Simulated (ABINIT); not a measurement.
# Quasiparticle gap of InP (F-43m) in ABINIT

Wanted: ground state, empty states, screening and self-energy for InP (F-43m).

Calculated with ABINIT 10.8.3; PBE and many-body steps on it, plane waves.

## 1. Set-up

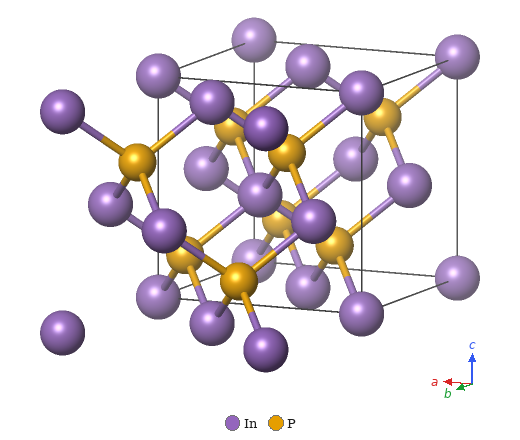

Start, viewed from a free direction; indium purple, phosphorus orange. 1×2×1 cells are drawn. This picture shows the conventional cell, with its axes. Bonds to atoms that aren't drawn are left out. Some periodic images of atoms are drawn too.

The cell and positions come from the Crystallography Open Database and are kept as given unless a step says otherwise.

## 2. Ground state

This step: ABINIT 10.8.3; DFT, PBE with spin-orbit coupling, plane waves, norm-conserving pseudopotentials.

The ground-state density comes first.

The input, run.abi:

```
acell 3*1.0 Angstrom
rprim 
  -0.000000000000 2.934350000000 2.934350000000
  2.934350000000 -0.000000000000 2.934350000000
  2.934350000000 2.934350000000 -0.000000000000
ntypat 2
znucl 49 15
natom 2
typat 1 2
xred 
  0.000000000000 0.000000000000 0.000000000000
  0.250000000000 0.250000000000 0.250000000000
pp_dirpath "pseudos"
pseudos "In.upf, P.upf"
ecut 33
nspinor 2
ngkpt 6 6 6
nshiftk 1
shiftk 0 0 0
kptopt 1
chksymbreak 0
nband 36
occopt 1
tolvrs 1e-10
nstep 60
prtwf 0
optforces 0
optstress 0
indata_prefix "in"
outdata_prefix "out"
tmpdata_prefix "tmp"
```

Launch:

```console
> OMP_NUM_THREADS=1 mpirun -n 4 abinit run.abi > log
```

Numbers of over 12 decimals in the logs are rounded to 6 here.

Log:

```text
.Version 10.8.3 of ABINIT. v10.8.2 released Aug 2026.

 Symmetries : space group F-4 3 m (#216); Bravais cF (face-center cubic)
================================================================================
 Values of the parameters that define the memory need of the present run
     intxc =       0    ionmov =       0      iscf =       7    lmnmax =      16
     lnmax =      16     mgfft =      45  mpssoang =       5    mqgrid =    3001
     natom =       2  nloc_mem =       1    nspden =       1   nspinor =       2
    nsppol =       1      nsym =      24    n1xccc =    2501    ntypat =       2
    occopt =       1   xclevel =       2
-    mband =          36        mffmem =           1         mkmem =           4
       mpw =        3119          nfft =       91125          nkpt =          16
================================================================================
  Rough estimation (10% accuracy) of disk space for files :
================================================================================

--------------------------------------------------------------------------------
------------- Echo of variables that govern the present computation ------------
--------------------------------------------------------------------------------
 -outvars: echo values of preprocessed input variables --------
            acell      1.8897261259E+00  1.8897261259E+00  1.8897261259E+00 Bohr

      chksymbreak           0
             ecut      3.30000000E+01 Hartree
-          fftalg         312

              ixc     -101130
              kpt      0.00000000E+00  0.00000000E+00  0.00000000E+00
                       1.66666667E-01  0.00000000E+00  0.00000000E+00
                       3.33333333E-01  0.00000000E+00  0.00000000E+00
                       5.00000000E-01  0.00000000E+00  0.00000000E+00
                       1.66666667E-01  1.66666667E-01  0.00000000E+00
                       3.33333333E-01  1.66666667E-01  0.00000000E+00
                       5.00000000E-01  1.66666667E-01  0.00000000E+00
                      -3.33333333E-01  1.66666667E-01  0.00000000E+00
                      -1.66666667E-01  1.66666667E-01  0.00000000E+00
   [... 5 further rows ...]
                      -3.33333333E-01  3.33333333E-01  1.66666667E-01
                      -3.33333333E-01  5.00000000E-01  1.66666667E-01
         kptrlatt        6    0    0      0    6    0      0    0    6
          kptrlen      4.70518853E+01
P           mkmem           4
            natom           2
            nband          36
            ngfft          45      45      45
             nkpt          16
          nspinor           2
            nstep          60
             nsym          24
           ntypat           2
              occ      1.000000  1.000000  1.000000  1.000000  1.000000  1.000000
                       1.000000  1.000000  1.000000  1.000000  1.000000  1.000000
                       1.000000  1.000000  1.000000  1.000000  1.000000  1.000000
                       1.000000  1.000000  1.000000  1.000000  1.000000  1.000000
                       1.000000  1.000000  0.000000  0.000000  0.000000  0.000000
                       0.000000  0.000000  0.000000  0.000000  0.000000  0.000000
        optforces           0
        optstress           0
            prtwf           0
            rprim     -0.0000000000E+00  2.9343500000E+00  2.9343500000E+00
[...]
spgroup         216

           tolvrs      1.00000000E-10

             xred      0.0000000000E+00  0.0000000000E+00  0.0000000000E+00
[...]
znucl       49.00000   15.00000

================================================================================

 chkinp: Checking input parameters for consistency.

================================================================================
== DATASET  1 ==================================================================
-   mpi_nproc: 4, omp_nthreads: 1 (-1 if OMP is not activated)

--- !DatasetInfo
iteration_state: {dtset: 1, }
dimensions: {natom: 2, nkpt: 16, mband: 36, nsppol: 1, nspinor: 2, nspden: 1, mpw: 3119, }
cutoff_energies: {ecut:  33.0, pawecutdg:  -1.0, }
electrons: {nelect:   2.60000000E+01, charge:   0.00000000E+00, occopt:   1.00000000E+00, tsmear:   1.00000000E-02, }

 Real(R)+Recip(G) space primitive vectors, cartesian coordinates (Bohr,Bohr^-1):
 R(1)=  0.0000000  5.5451179  5.5451179  G(1)= -0.0901694  0.0901694  0.0901694
 R(2)=  5.5451179  0.0000000  5.5451179  G(2)=  0.0901694 -0.0901694  0.0901694
 R(3)=  5.5451179  5.5451179  0.0000000  G(3)=  0.0901694  0.0901694 -0.0901694
 Unit cell volume ucvol=  3.4100625E+02 bohr^3
 Angles (23,13,12)=  6.00000000E+01  6.00000000E+01  6.00000000E+01 degrees

 getcut: wavevector=  0.0000  0.0000  0.0000  ngfft=  45  45  45
         ecut(hartree)=     33.000   => boxcut(ratio)=   2.16973

--- Pseudopotential description ------------------------------------------------
- In Generated using ONCVPSP code by D. R. Hamann
- 49.00000  21.00000  180506                  znucl, zion, pspdat
12 -101130 2 -1 1986                          pspcod,pspxc,lmax,lloc,mmax
     nproj     2     4     2     0
     spin-orbit psp
        nprojso     4     4     0
  pspatm : epsatm=   33.78520267
         --- l  ekb(1:nproj) -->
[...]
1    2.501599   -1.163416    0.002939   -0.000034
[...]
spin-orbit 1    0.465209   -0.119786    0.028195   -0.000743
  spin-orbit 2    0.049413    0.017065   -0.000103   -0.000031
 pspatm: atomic psp has been read  and splines computed

- P Generated using ONCVPSP code by D. R. Hamann
- 15.00000   5.00000  180423                  znucl, zion, pspdat
12 -101130 2 -1 1298                          pspcod,pspxc,lmax,lloc,mmax
     nproj     2     3     2     0
     spin-orbit psp
        nprojso     3     3     0
  pspatm : epsatm=    8.06211112
         --- l  ekb(1:nproj) -->
[...]
1    3.371810    0.885290    0.000254
             2   -3.154886   -0.827406
  spin-orbit 1    0.099751   -0.022775    0.007813
  spin-orbit 2    0.001367    0.000277   -0.000084
 pspatm: atomic psp has been read  and splines computed

   1.08803016E+03                                ecore*ucvol(ha*bohr**3)
--------------------------------------------------------------------------------

_setup2: Arith. and geom. avg. npw (full set) are    3085.792    3085.771

================================================================================

--- !BeginCycle
iteration_state: {dtset: 1, }
solver: {iscf: 7, nstep: 60, nline: 4, wfoptalg: 0, }
tolerances: {tolvrs: 1.00E-10, }

     iter   Etot(hartree)      deltaE(h)  residm     vres2
 ETOT  1  -205.96878398061    -2.060E+02 2.193E-01 1.813E+02
 ETOT  2  -206.35779619499    -3.890E-01 1.100E-02 2.013E+01
 ETOT  3  -206.36041912496    -2.623E-03 8.942E-04 8.090E-01
 ETOT  4  -206.36046936949    -5.024E-05 7.425E-04 1.739E-01
 ETOT  5  -206.36048881732    -1.945E-05 2.912E-05 1.036E-02
 ETOT  6  -206.36049140414    -2.587E-06 1.908E-05 2.056E-03
 ETOT  7  -206.36049171742    -3.133E-07 4.856E-06 4.173E-06
 ETOT  8  -206.36049171800    -5.888E-10 6.337E-06 2.702E-07
 ETOT  9  -206.36049171803    -2.700E-11 3.922E-06 1.610E-08
 ETOT 10  -206.36049171803    -6.537E-13 6.115E-06 3.746E-10
 ETOT 11  -206.36049171803     5.002E-12 3.919E-06 5.532E-12

 At SCF step   11       vres2   =  5.53E-12 < tolvrs=  1.00E-10 =>converged.

--- !ResultsGS
iteration_state: {dtset: 1, }
comment   : Summary of ground state results
lattice_vectors:
- [ -0.0000000,   5.5451179,   5.5451179, ]
- [  5.5451179,  -0.0000000,   5.5451179, ]
- [  5.5451179,   5.5451179,  -0.0000000, ]
lattice_lengths: [   7.84198,    7.84198,    7.84198, ]
lattice_angles: [ 60.000,  60.000,  60.000, ] # degrees, (23, 13, 12)
lattice_volume:   3.4100625E+02
convergence: {deltae:  5.002E-12, res2:  5.532E-12, residm:  3.919E-06, diffor:  0.000E+00, }
etotal    :  -2.06360492E+02
entropy   :   0.00000000E+00
fermie    :   1.82107001E-01
cartesian_stress_tensor: null
pressure_GPa: null
xred      :
- [  0.0000E+00,   0.0000E+00,   0.0000E+00, In]
- [  2.5000E-01,   2.5000E-01,   2.5000E-01,  P]
cartesian_forces: null
force_length_stats: {min: null, max: null, mean: null, }

 Integrated electronic density in atomic spheres:
 ------------------------------------------------
 Atom  Sphere_radius  Integrated_density
    1        2.00000         17.83388495
    2        2.00000          2.76358331
================================================================================

 ----iterations are completed or convergence reached----

 Mean square residual over all n,k,spin=   10.283E-09; max=  39.193E-07
 reduced coordinates (array xred) for    2 atoms
       0.000000000000      0.000000000000      0.000000000000
       0.250000000000      0.250000000000      0.250000000000
 rms dE/dt=  0.0000E+00; max dE/dt=  0.0000E+00; dE/dt below (all hartree)
    1       0.000000000000      0.000000000000      0.000000000000
    2       0.000000000000      0.000000000000      0.000000000000

 cartesian coordinates (angstrom) at end:
    1      0.000000     0.000000     0.000000
    2      1.467175     1.467175     1.467175
 length scales=  1.889726125908  1.889726125908  1.889726125908 bohr
              =  1.000000000000  1.000000000000  1.000000000000 angstroms
 prteigrs : about to open file out_EIG
 Fermi (or HOMO) energy (hartree) =   0.18211   Average Vxc (hartree)=  -0.34742
 Eigenvalues (hartree) for nkpt=  16  k points:
 kpt#   1, nband= 36, wtk=  0.00463, kpt=  0.0000  0.0000  0.0000 (reduced coord)
  -4.04392   -4.04392   -2.68807   -2.68807   -2.44377   -2.44377   -2.44377   -2.44377
  -0.35699   -0.35699   -0.35699   -0.35699   -0.32820   -0.32820   -0.32451   -0.32451
  -0.32451   -0.32451   -0.24132   -0.24132    0.17847    0.17847    0.18211    0.18211
   0.18211    0.18211    0.20638    0.20638    0.31979    0.31979    0.33654    0.33654
   0.33654    0.33654    0.49631    0.49631
 prteigrs : prtvol=0 or 1, do not print more k-points.

--- !EnergyTerms
iteration_state     : {dtset: 1, }
comment             : Components of total free energy in Hartree
kinetic             :  7.01875919780079E+01
hartree             :  7.45252683702121E+01
xc                  : -3.01426968094062E+01
Ewald energy        : -1.03918092430690E+02
psp_core            :  3.19064579415566E+00
local_psp           : -2.04392545437787E+02
non_local_psp       : -1.58106631825194E+01
total_energy        : -2.06360491718027E+02
total_energy_eV     : -5.61535504604981E+03
band_energy         : -2.65210889727183E+01

== END DATASET(S) ==============================================================
================================================================================

 -outvars: echo values of variables after computation  --------
           etotal     -2.0636049172E+02
            nband          36
             nkpt          16
          spgroup         216
 [... the other variables as echoed above ...]

 Calculation completed.
```

It took 63 s on 4 MPI ranks of Arm Neoverse V1, shared host; peak memory 0.37 GiB.

This step gave:

```yaml
total_energy: -5615.3550 eV
gap: 0.6604 eV
k_of_the_valence_top: 0, 0, 0
k_of_the_conduction_bottom: 0, 0, 0
least_direct_gap: 0.6604 eV
```

The gap is direct, at Γ.

## 3. Empty states on the mesh, 4×4×4 mesh, 276 bands

The sums over transitions need many empty states on a uniform mesh; this step solves for them.

run.abi, as its differences from that of step 2:

```diff
@@ -16,3 +16,3 @@
 nspinor 2
-ngkpt 6 6 6
+ngkpt 4 4 4
 nshiftk 1
@@ -21,9 +21,10 @@
 chksymbreak 0
-nband 36
-occopt 1
-tolvrs 1e-10
+iscf -2
+irdden 1
+istwfk *1
+nband 276
+nbdbuf 24
+tolwfr 1e-09
 nstep 60
-prtwf 0
-optforces 0
-optstress 0
+prtvol 0
 indata_prefix "in"
```

Log:

```text
.Version 10.8.3 of ABINIT. v10.8.2 released Aug 2026.

 Symmetries : space group F-4 3 m (#216); Bravais cF (face-center cubic)
[... echo of the input left out ...]
== DATASET  1 ==================================================================
-   mpi_nproc: 4, omp_nthreads: 1 (-1 if OMP is not activated)

--- !DatasetInfo
iteration_state: {dtset: 1, }
dimensions: {natom: 2, nkpt: 8, mband: 276, nsppol: 1, nspinor: 2, nspden: 1, mpw: 3119, }
cutoff_energies: {ecut:  33.0, pawecutdg:  -1.0, }
electrons: {nelect:   2.60000000E+01, charge:   0.00000000E+00, occopt:   1.00000000E+00, tsmear:   1.00000000E-02, }

 Real(R)+Recip(G) space primitive vectors, cartesian coordinates (Bohr,Bohr^-1):
 R(1)=  0.0000000  5.5451179  5.5451179  G(1)= -0.0901694  0.0901694  0.0901694
 R(2)=  5.5451179  0.0000000  5.5451179  G(2)=  0.0901694 -0.0901694  0.0901694
 R(3)=  5.5451179  5.5451179  0.0000000  G(3)=  0.0901694  0.0901694 -0.0901694
 Unit cell volume ucvol=  3.4100625E+02 bohr^3
 Angles (23,13,12)=  6.00000000E+01  6.00000000E+01  6.00000000E+01 degrees

 getcut: wavevector=  0.0000  0.0000  0.0000  ngfft=  45  45  45
         ecut(hartree)=     33.000   => boxcut(ratio)=   2.16973

--- Pseudopotential description ------------------------------------------------
- In Generated using ONCVPSP code by D. R. Hamann
- 49.00000  21.00000  180506                  znucl, zion, pspdat
12 -101130 2 -1 1986                          pspcod,pspxc,lmax,lloc,mmax
     nproj     2     4     2     0
     spin-orbit psp
        nprojso     4     4     0
  pspatm : epsatm=   33.78520267
         --- l  ekb(1:nproj) -->
             0   -0.549339    8.455817
             1    2.501599   -1.163416    0.002939   -0.000034
             2   -3.303827   -0.945305
  spin-orbit 1    0.465209   -0.119786    0.028195   -0.000743
  spin-orbit 2    0.049413    0.017065   -0.000103   -0.000031
 pspatm: atomic psp has been read  and splines computed

- P Generated using ONCVPSP code by D. R. Hamann
- 15.00000   5.00000  180423                  znucl, zion, pspdat
12 -101130 2 -1 1298                          pspcod,pspxc,lmax,lloc,mmax
     nproj     2     3     2     0
     spin-orbit psp
        nprojso     3     3     0
  pspatm : epsatm=    8.06211112
         --- l  ekb(1:nproj) -->
             0    1.052847    6.598958
             1    3.371810    0.885290    0.000254
[...]
spin-orbit 1    0.099751   -0.022775    0.007813
  spin-orbit 2    0.001367    0.000277   -0.000084
 pspatm: atomic psp has been read  and splines computed

--------------------------------------------------------------------------------

================================================================================
 prteigrs : about to open file out_EIG
 Non-SCF case, kpt    1 (  0.00000  0.00000  0.00000), residuals and eigenvalues=
  3.31E-10  5.03E-10  4.57E-10  6.51E-10  5.32E-10  6.21E-10  5.00E-10  6.28E-10
  5.10E-11  7.23E-11  3.24E-10  5.12E-10  4.33E-10  6.71E-10  5.65E-11  3.86E-10
  5.51E-10  8.63E-10  1.33E-10  1.91E-10  3.02E-10  4.19E-10  1.83E-10  2.61E-10
[...]
3.75E-06  6.39E-06  7.43E-06  1.19E-05
 -4.0439E+00 -4.0439E+00 -2.6881E+00 -2.6881E+00 -2.4438E+00 -2.4438E+00
 -2.4438E+00 -2.4438E+00 -3.5699E-01 -3.5699E-01 -3.5699E-01 -3.5699E-01
 -3.2820E-01 -3.2820E-01 -3.2451E-01 -3.2451E-01 -3.2451E-01 -3.2451E-01
[...]
3.6059E+00  3.6059E+00  3.6071E+00  3.6071E+00  3.6334E+00  3.6334E+00
  3.6345E+00  3.6352E+00  3.6456E+00  3.6456E+00  3.6457E+00  3.6457E+00
 prteigrs : prtvol=0 or 1, do not print more k-points.

--- !ResultsGS
iteration_state: {dtset: 1, }
comment   : Summary of ground state results
lattice_vectors:
- [ -0.0000000,   5.5451179,   5.5451179, ]
- [  5.5451179,  -0.0000000,   5.5451179, ]
- [  5.5451179,   5.5451179,  -0.0000000, ]
lattice_lengths: [   7.84198,    7.84198,    7.84198, ]
lattice_angles: [ 60.000,  60.000,  60.000, ] # degrees, (23, 13, 12)
lattice_volume:   3.4100625E+02
convergence: {deltae:  0.000E+00, res2:  0.000E+00, residm:  9.977E-10, diffor:  0.000E+00, }
etotal    :  -2.06360492E+02
entropy   :   0.00000000E+00
fermie    :   1.82107001E-01
cartesian_stress_tensor: null
pressure_GPa: null
xred      :
- [  0.0000E+00,   0.0000E+00,   0.0000E+00, In]
- [  2.5000E-01,   2.5000E-01,   2.5000E-01,  P]
cartesian_forces: null
force_length_stats: {min: null, max: null, mean: null, }

 Integrated electronic density in atomic spheres:
 ------------------------------------------------
 Atom  Sphere_radius  Integrated_density
[...]
================================================================================

 ----iterations are completed or convergence reached----

 Mean square residual over all n,k,spin=   41.824E-11; max=  99.770E-11
 reduced coordinates (array xred) for    2 atoms
       0.000000000000      0.000000000000      0.000000000000
       0.250000000000      0.250000000000      0.250000000000

 cartesian coordinates (angstrom) at end:
    1      0.000000     0.000000     0.000000
    2      1.467175     1.467175     1.467175
 length scales=  1.889726125908  1.889726125908  1.889726125908 bohr
              =  1.000000000000  1.000000000000  1.000000000000 angstroms
 prteigrs : about to open file out_EIG
 Eigenvalues (hartree) for nkpt=   8  k points:
 kpt#   1, nband=276, wtk=  0.01563, kpt=  0.0000  0.0000  0.0000 (reduced coord)
[...]
3.59013    3.59013    3.59013    3.59013    3.59014    3.59014    3.60587    3.60587
   3.60589    3.60592    3.60710    3.60713    3.63343    3.63345    3.63454    3.63522
   3.64557    3.64559    3.64569    3.64569
 prteigrs : prtvol=0 or 1, do not print more k-points.

== END DATASET(S) ==============================================================
================================================================================

 -outvars: echo values of variables after computation  --------
            nband         276
             nkpt           8
          spgroup         216
 [... the other variables as echoed above ...]

 Calculation completed.
```

Run time: 3.8 min. Hardware: 4 MPI ranks; peak memory 0.57 GiB.

Numbers from this step:

| Property | Result |
| --- | --- |
| gap | 0.6604 eV |
| k of the valence top | 0, 0, 0 |
| k of the conduction bottom | 0, 0, 0 |
| least direct gap | 0.6604 eV |
| k points computed | 8 |
| lowest point of the top converged band, above the valence top | 88.9853 eV |

On this mesh the gap is 0.660 eV.

(Part 1 of 2 ends here.)

[Paths, hosts, dates, memory and timing lines, banners, echoed tables and standing remarks are left out of the program output.]

[Logs are printed without paths, hosts, clocks, repeated set-up lines and the standing remarks that a program may print on its own settings, such as how far it seeks lower states.]

[Runs of the session that timed out or met a known fault of the program may be left out.]

[Hosts, paths, dates, database ids (printed as entryN), source tags and the programs' standing remarks are cut or masked in the printed files.]

[G0W0 gaps are taken among the corrected bands and points alone; a level outside them can change the order at an edge.]

[Where Ansatz stands beside ABINIT at settings called matched, ABINIT's density can come from a denser mesh and the files from another edition; pairs whose starting gaps differed by over 0.03 eV were left out, so agreement reads better than it is.]
